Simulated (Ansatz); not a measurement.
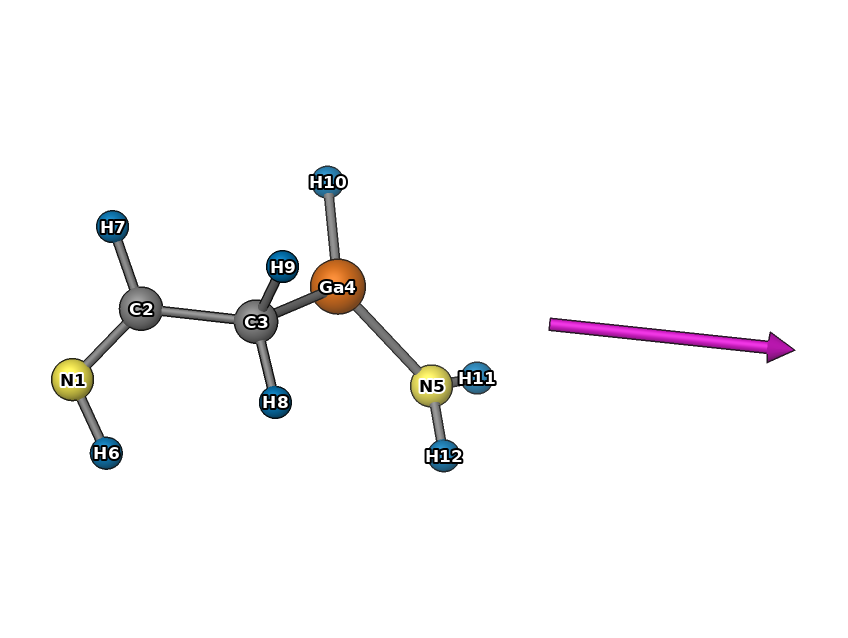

The arrow beside the molecule shows the direction of the dipole moment, from the negative to the positive end (its length means nothing). The computed structure is the end point of a PBE0-D4/def2-TZVP optimisation. No frequency run is at hand to confirm it as a minimum. Level of theory: RKS PBE0-D4/def2-TZVP (Ansatz 0.2.0).

**Estimate the dipole moment.**

3.39 D; it points from the side of N1 to the side of H11 (the outermost atoms at the two ends).
